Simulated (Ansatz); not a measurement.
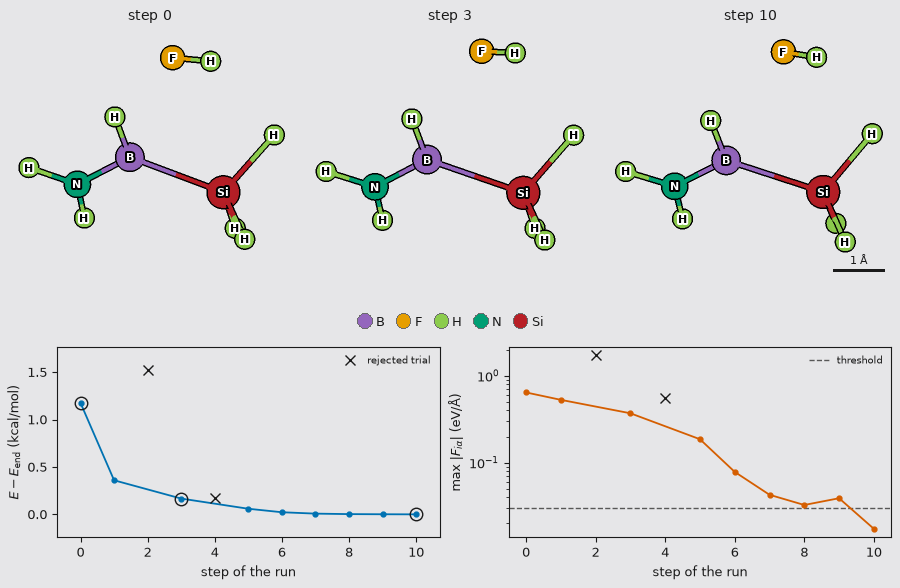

Frames of a relaxation of BSiNH₇F, marked on the history of the run. Style: ball-and-stick. Shown face on.

The run prepares an end point of a later path (reaction) calculation, from a guessed geometry.

Method: Ansatz 0.2.0, RKS PBE0-D4/6-31G*. Settings: no spin polarisation; force threshold 0.03 eV/Å; at most 50 steps.

> Describe the path.

Over 8 accepted moves (10 points after the start) the energy falls by 1.18 kcal/mol. Largest force component: 0.64 eV/Å at the start, 0.017 eV/Å at the end. The line search rejected the trial steps at points 2, 4 of the run. The largest move after the best rigid fit is that of the F atom, 0.31 Å. By element the largest moves are F 0.31 Å, H 0.16 Å, B 0.12 Å, N 0.07 Å, Si 0.01 Å. Near-neighbour distances that change, for instance: B–Si 1.974 → 2.021 Å, F–H 0.929 → 0.934 Å, H–Si 1.508 → 1.504 Å. From step 0 to 3: the F atom moves most (0.25 Å), energy −1.01 kcal/mol. From step 3 to 10: an H atom moves most (0.12 Å), energy −0.17 kcal/mol.

```
step  E − E(0), kcal/mol  largest force component, eV/Å      note
   0                0.00                         0.6430          
   1               -0.82                         0.5286          
   2                0.35                         1.7150  rejected
   3               -1.01                         0.3703          
   4               -1.00                         0.5586  rejected
   5               -1.12                         0.1862          
   6               -1.15                         0.0784          
   7               -1.17                         0.0427          
   8               -1.17                         0.0326          
   9               -1.17                         0.0390          
  10               -1.18                         0.0173
```
